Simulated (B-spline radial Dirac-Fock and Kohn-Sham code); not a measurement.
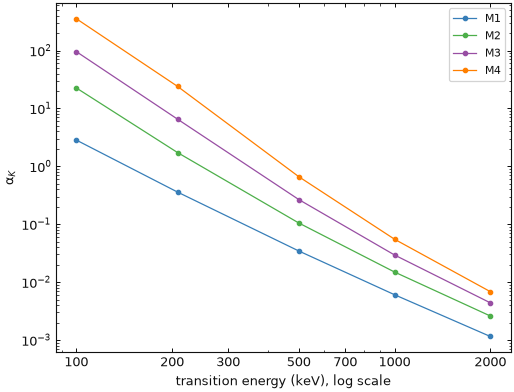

K-shell internal conversion coefficients against transition energy, at the marked points and joined by straight lines (also across edges). The figure is for ytterbium (Z = 70). Level of theory: a Dirac–Hartree–Slater potential of the neutral atom, no hole, surface-current nucleus; calculated with a B-spline radial code.

Q: Above what energy does an M1 transition emit more photons than K-shell conversion electrons?

A: Between 100 and 208 keV, where α drops through 1.

Q: How do the multipoles rank at 500 keV?

A: M4 (0.663), M3 (0.267), M2 (0.105), M1 (0.0345).
